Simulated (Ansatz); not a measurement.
## Electronic structure of H₆W···HBr in real space

The calculation's input:

```
crystal:
  periodic: [false, false, false]
  atoms:
    - { symbol: W, position_ang: [0.0, 0.0, 0.0] }
    - { symbol: H, position_ang: [0.0, 0.0, 2.07] }
    - { symbol: H, position_ang: [1.72, 0.0, 0.0] }
    - { symbol: H, position_ang: [0.0, 1.72, 0.0] }
    - { symbol: H, position_ang: [-1.72, 0.0, 0.0] }
    - { symbol: H, position_ang: [0.0, -1.72, 0.0] }
    - { symbol: H, position_ang: [0.0, 0.0, -1.72] }
    - { symbol: Br, position_ang: [1.8861, 1.9648, 0.905] }
    - { symbol: H, position_ang: [0.6964, 0.7254, 2.129] }
basis:
  gaussian: { orbitals: def2-SVP }
hamiltonian:
  xc: { name: BHLYP }
  dispersion: d4
relax:
  f_tol: 0.15
  max_steps: 25
  restrain:
    - { distance: [0, 7], at: 3.77, k: 30.0 }
    - { distance: [8, 1], at: 1.86, k: 30.0 }
    - { distance: [0, 1], at: 1.72, k: 30.0 }
    - { distance: [8, 7], at: 1.55, k: 30.0 }
output:
  orbitals: {}
```

Command:

```sh
ansatz run input.yaml --threads 2 --pin off --max-ram 3072MiB --backend cpu --events-out ev --progress --plain --runs-dir out
```

The fields are those of the run's last geometry, not of the input's.

Core potentials replace the inner electrons of W; not at a stationary point (largest force 1.8 eV/Å).

Computed with RKS BHLYP-D4/def2-SVP (Ansatz 0.2.0).

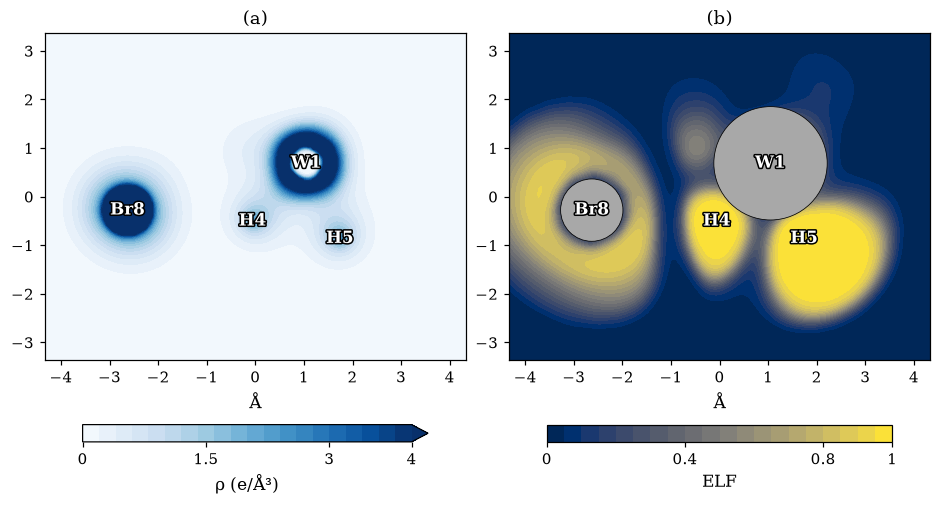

Figure 1. (a) electron density; (b) electron localisation function on the plane of atoms H4, W1 and H5. Grey discs cover the atomic cores in the ELF map.

What does the map show?

Atoms in the plane: W, H and Br.
H4···H5 (1.83 Å): the density falls to about 0.34 e/Å³ on the way; the ELF dips to about 0.30 between them.
W–H (1.62 Å): the density is about 1.9 e/Å³ at the midpoint; the ELF climbs to about 1 towards the hydrogen.
The ELF also peaks beside Br8, away from the bonds: lone-pair regions.

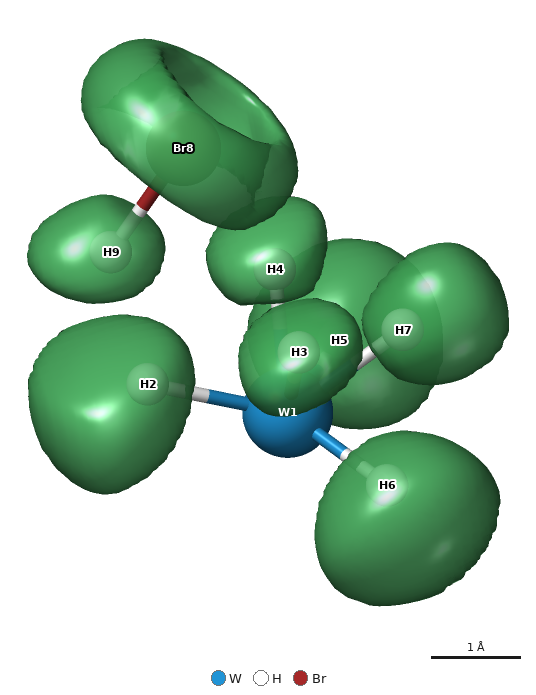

Figure 2. Isosurface of the ELF at 0.85 (green), seen at an oblique angle. Only the valence region is drawn (cores and ρ < 0.01 e/Å³ removed).

What do the ELF domains correspond to?

The surface consists of seven regions around hydrogen nuclei and one ring or bowl of non-bonding electrons around Br.


H2···H9 (1.86 Å): the ELF dips to about 0.10 between them. Br–H (1.49 Å): the ELF climbs to about 1 towards the hydrogen.

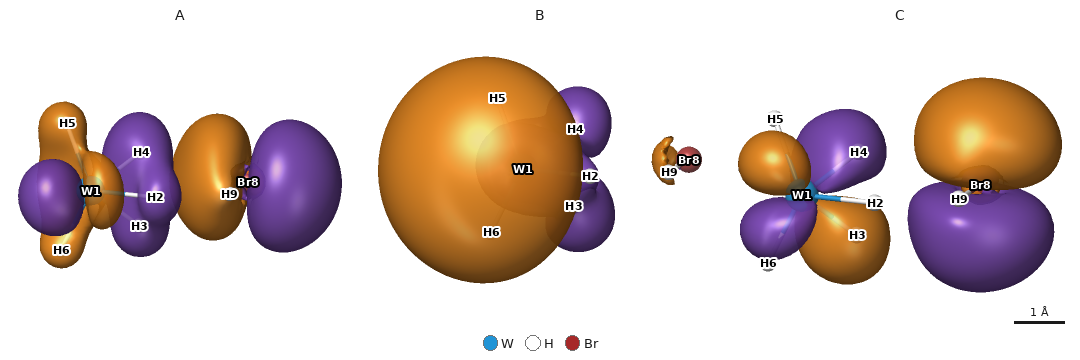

Figure 3. Three frontier orbitals at ±0.06 Å⁻³ᐟ² (orange and purple are the two phases), in no order.

Order the three orbitals by energy and name them.

C is the HOMO−1 (−9.01 eV). By Hirshfeld shares it lies mainly on Br8 (about 75 %) and W1 (about 15 %); largely a lone pair of Br8. A is the HOMO (−8.54 eV). By Hirshfeld shares it lies mainly on Br8 (about 65 %) and W1 (about 20 %); largely a lone pair of Br8. B is the LUMO (−1.74 eV). By Hirshfeld shares it lies mainly on W1 (about 85 %).

What is the HOMO–LUMO gap?

6.80 eV between the orbital energies.
